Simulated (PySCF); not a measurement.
Molecule: C₂H₂BrN₃, SMILES Brc1cn[nH]n1.

```xyz
8

Br     1.1047    -0.8415    -0.5413
C     -0.5311    -0.0744    -0.1184
C     -0.8374     1.2866     0.0781
N     -2.1310     1.3682     0.3619
N     -2.5343     0.1205     0.3300
N     -1.6322    -0.7918     0.0490
H     -0.1963     2.1626     0.0253
H     -3.4992    -0.1318     0.5117
```

Simulated rotational absorption lines between 26 and 40 GHz at 5 K: rigid rotor with the equilibrium constants and dipole of one optimised conformer (PBE0-D3(BJ)/def2-SVP, PySCF), commonest isotopes; no centrifugal distortion, hyperfine structure, internal rotation or nuclear-spin weights; lines within 1 MHz of each other are summed. Lines of different type are drawn apart.

Question: What are the rotational constants, and what kind of rotor is it?

Answer: Rotational constants A, B, C = 10.04, 1.321, 1.167 GHz; Ray's κ = −0.97, a near-prolate asymmetric top.

Question: Assign the strongest lines, as J(Ka,Kc).

Answer:
```
  GHz     upper     lower  type  relative intensity
26.95  11(0,11)  10(0,10)     a                1.00
29.32  12(0,12)  11(0,11)     a                0.99
28.09  11(1,10)   10(1,9)     a                0.94
31.68  13(0,13)  12(0,12)     a                0.93
30.61  12(1,11)  11(1,10)     a                0.92
26.42  11(1,11)  10(1,10)     a                0.91
```

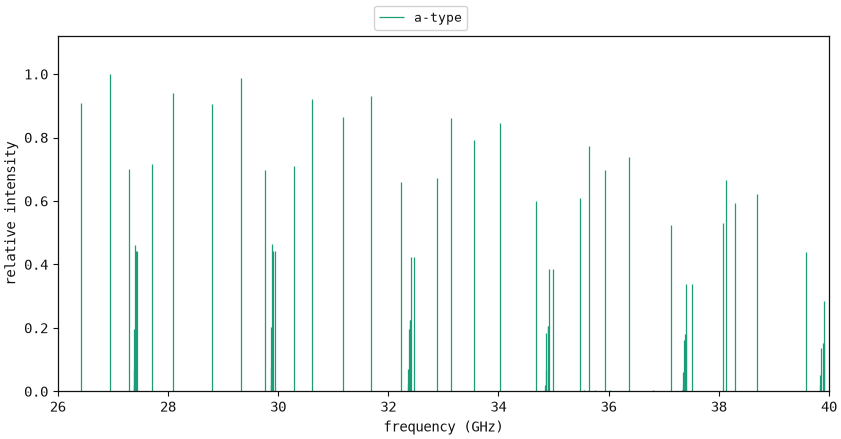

Note: coarse grid, loose stop and no frequency check, small forces are noise and the end may be a saddle.
